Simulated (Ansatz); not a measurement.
## Electronic structure of CH4AlCl3O (SMILES C[OH+][Al-]([Cl])([Cl])[Cl]) in real space

```xyz
10

C     0.4107   -1.1415    0.7974
O     0.7015   -0.0111   -0.0488
Al   -0.6433    1.2046   -0.6584
Cl   -2.1162   -0.1014   -1.4191
Cl    0.5384    2.2017   -2.0923
Cl   -1.1687    2.2067    1.1121
H     1.3425   -1.5085    1.2244
H    -0.1011   -1.9151    0.2259
H    -0.2375   -0.7683    1.5869
H     1.3569   -0.2184   -0.7252
```

Geometry: PBE0-D4/def2-TZVP.

All numbers below come from RKS PBE0-D4/def2-TZVPP in Ansatz 0.2.0.

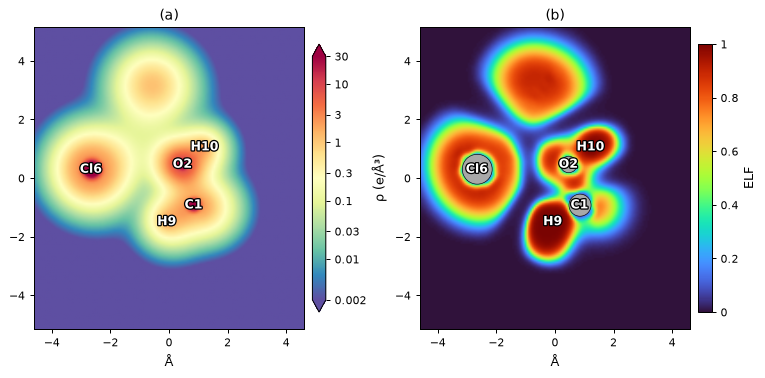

Figure 1. (a) electron density; (b) electron localisation function on the plane of atoms C1, O2 and H10. Grey discs cover the atomic cores in the ELF map.

**Describe what can be read from this map.**

The section cuts through C, O, Cl and H sites. C–O (1.44 Å): the density is about 1.9 e/Å³ at the midpoint, with its minimum of 1.6 e/Å³ about 0.5 Å from C; the ELF peaks at about 0.90 between the atoms (a shared but strongly polarised pair). O–H (0.96 Å): ρ at the midpoint is about 3.9 e/Å³; the ELF climbs to about 1 towards the hydrogen, as it does in any bond to H: an ordinary covalent bond to hydrogen. C–H (1.09 Å): ρ is about 2.1 e/Å³ halfway; the ELF climbs to about 1 towards the hydrogen; a covalent bond by its length. The ELF also peaks beside Cl6 and Cl5, away from the bonds: lone-pair regions.

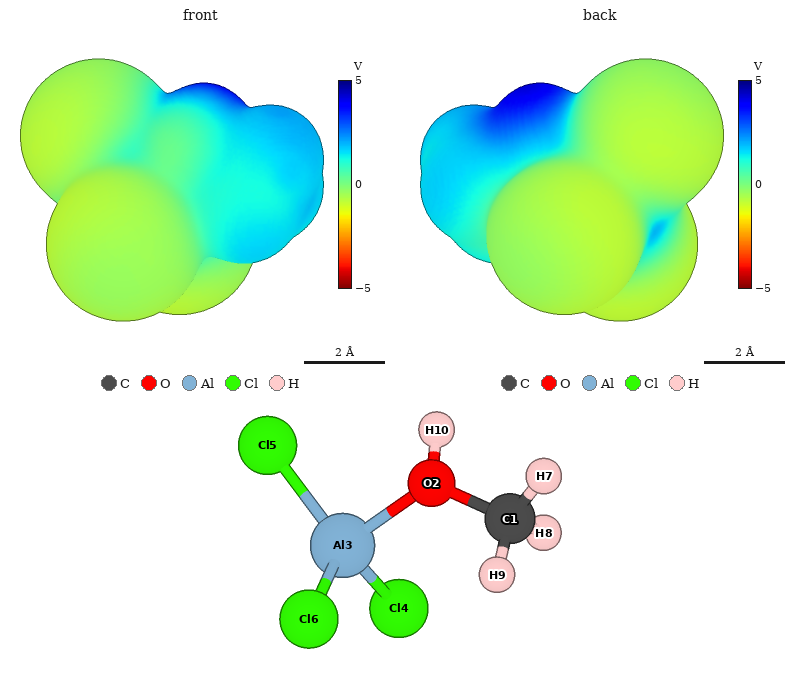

Figure 2. The molecular electrostatic potential painted on the density surface at 0.002 e/bohr³, seen from the front and from behind; red is negative and blue positive. The bare structure is drawn below in the same view.

**Where is the surface potential most negative and most positive?**

The most negative region (about −0.8 V, or −18 kcal/mol for a unit charge) lies over Cl4 and Cl6, the most positive (about +4.0 V, or +92 kcal/mol for a unit charge) over H10.

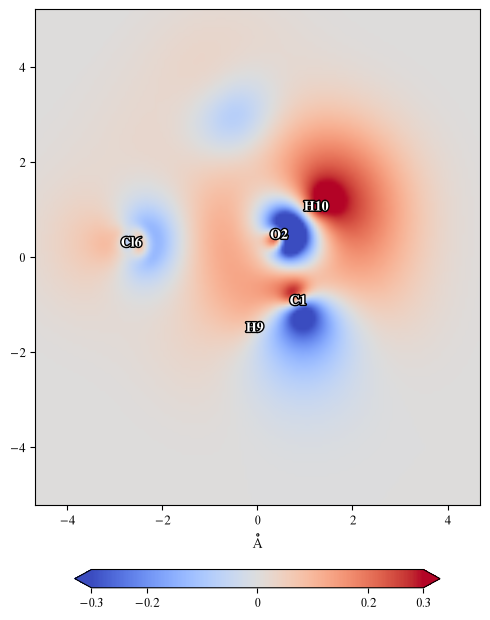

Figure 3. One frontier orbital on the plane of atoms C1, O2 and H10 (values in Å⁻³ᐟ²; the overall sign is arbitrary).

**Which orbital is it: HOMO or LUMO?**

The LUMO, at −0.46 eV. It lies mainly on H10 (about 35 %), O2 (about 15 %), C1 (about 15 %), Al3 (about 10 %) and H7 (about 5 %).

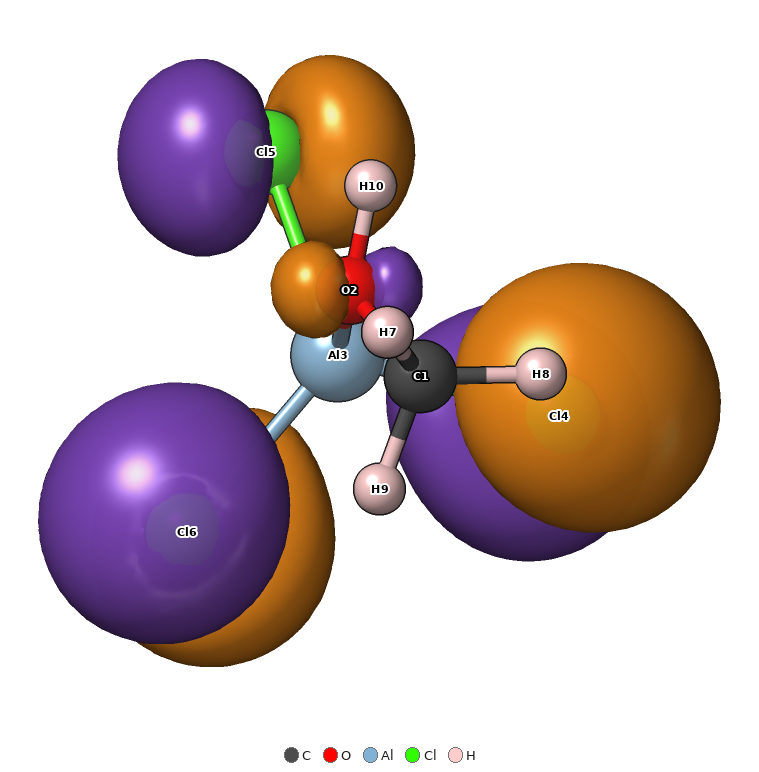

Figure 4. The HOMO−1 at ±0.08 Å⁻³ᐟ² (orange and purple are the two phases), seen at an oblique angle.

**Describe this orbital and give its energy.**

By Hirshfeld shares it lies mainly on Cl4 (about 45 %), Cl6 (about 35 %) and Cl5 (about 10 %); largely a combination of lone pairs on Cl4, Cl6 and Cl5. Its energy is −8.88 eV.
